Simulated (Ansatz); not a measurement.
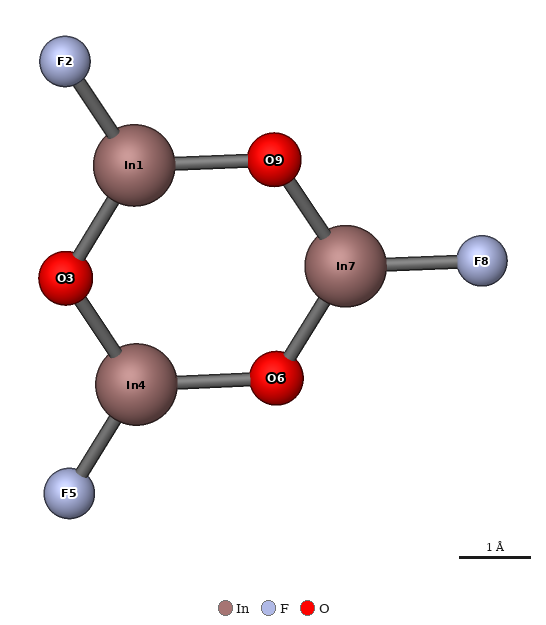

The input geometry of run 1 (ball-and-stick view, seen at a tilt; atoms are numbered from 1 in the order of the input). Sticks mark near contacts.

## Two runs on In3O3F3

System: In3O3F3 ((FInO)3 ring).
Method of run 1: RKS PBE-D4/def2-TZVP (Ansatz 0.2.0).

The geometry comes from this level: r2SCAN-D4/def2-SVP. Text and figures count atoms from 1; the logs count them from 0 in places.

**Input, run 1**
```yaml
crystal:
  periodic: [false, false, false]
  atoms:
    - {symbol: In, position_ang: [0.587196, -0.725001, 1.770952]}
    - {symbol: F, position_ang: [1.157633, -1.420034, 3.495701]}
    - {symbol: O, position_ang: [-1.357582, -0.468153, 1.386669]}
    - {symbol: In, position_ang: [-1.947828, 0.267330, -0.375838]}
    - {symbol: F, position_ang: [-3.839879, 0.538658, -0.735966]}
    - {symbol: O, position_ang: [-0.585117, 0.726008, -1.764471]}
    - {symbol: In, position_ang: [1.360996, 0.455535, -1.396497]}
    - {symbol: F, position_ang: [2.682314, 0.888963, -2.756429]}
    - {symbol: O, position_ang: [1.942267, -0.263296, 0.375878]}
basis:
  gaussian: {orbitals: def2-TZVP, initial_orbitals: start.molden}
hamiltonian: {xc: pbe, dispersion: d4}
scf: {omitted_lower_state_checks: [starts]}
output: {orbitals: {seedname: orbitals}}
```

Launched with:
```bash
ansatz run in.yaml --threads 2 --pin off --events-out ev --progress --plain --max-ram 20480MiB --backend cuda --devices 0, --max-vram 18GiB
```

Hardware: 2 CPU threads, shared host.

**Output (run 1)**
```
Functional definition: PBE
  parameter kappa = 0.804
  parameter beta = 0.06672455060314922
  exchange = pbe_x(kappa = kappa, mu = beta*pi^2/3)
  correlation = pbe_c(beta = beta)
these checks for a lower state are left out or cut short: starts
2085 factors; their error is unknown
mean field evaluation 1: about -29810.6113 eV, gradient 1.5e1 eV
mean field evaluation 2: about -29811.0109 eV, gradient 3.9e-1 eV
mean field evaluation 4: about -29810.9971 eV, gradient 2.4e-1 eV
mean field evaluation 8: about -29810.9972 eV, gradient 1.4e-5 eV
mean field -29810.99716201 eV, -1095.5339390843 hartree, gradient 1.4e-5 eV, S^2 0.000000; 0 other end points of the search recorded, 0 dependent functions left out
reference -29810.99726105 eV, -1095.5339427241 hartree; 57, 57 occupied and 279, 279 virtual orbitals, 2085 factors
Total energy: -29811.30633915 eV, -1095.5453011345 hartree
Checks for a lower state left out: starts
```

The input of run 2 differs as follows (lines with − go, lines with + come):
```diff
-hamiltonian: {xc: pbe, dispersion: d4}
+hamiltonian: {xc: hse06, dispersion: d4}
```

Predict how the results change.

The total energies belong to different models, so their difference says nothing on which is more stable or more accurate. The HOMO goes from −7.62 to −8.67 eV. The LUMO goes from −4.68 to −4.24 eV.

**Output (run 2)**
```
Functional definition: HSE06
  parameter a = 0.25
  parameter omega = 0.11/bohr
  exchange = pbe_x - a*pbe_x_sr(omega) + a*exact_x_sr(omega)
  correlation = pbe_c
these checks for a lower state are left out or cut short: starts
2364 factors; their error is unknown
122 factors; integrals over basis functions are off by at most 6.0e-7 eV
mean field evaluation 1: about -29809.0019 eV, gradient 6.2e-1 eV
mean field evaluation 2: about -29809.0023 eV, gradient 5.5e-4 eV
mean field evaluation 4: about -29809.1764 eV, gradient 9.9e-5 eV
mean field -29809.17642010 eV, -1095.4670280530 hartree, gradient 1.1e-5 eV, S^2 0.000000; 0 other end points of the search recorded, 0 dependent functions left out
reference -29809.17652069 eV, -1095.4670317497 hartree; 57, 57 occupied and 279, 279 virtual orbitals, 2364 factors
Total energy: -29809.43583322 eV, -1095.4765613095 hartree
Checks for a lower state left out: starts
```

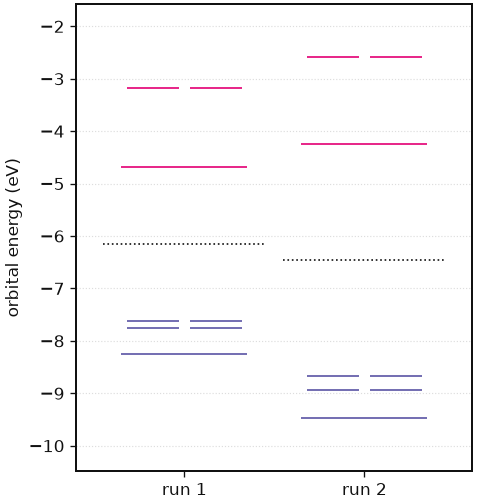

The five highest filled and three lowest empty orbital energies of the two runs; the dotted lines part filled from empty levels. The HOMO–LUMO gap is 2.94 eV in run 1 and 4.44 eV in run 2.

**The two runs side by side**

| quantity | run 1 | run 2 |
| --- | --- | --- |
| outcome | converged | converged |
| total energy (hartree) | −1095.545301 | −1095.476561 |
| HOMO (eV) | −7.62 | −8.67 |
| LUMO (eV) | −4.68 | −4.24 |
| basis functions | 336 | 336 |
| wall time (shared host) | 2.4 s | 2.7 s |
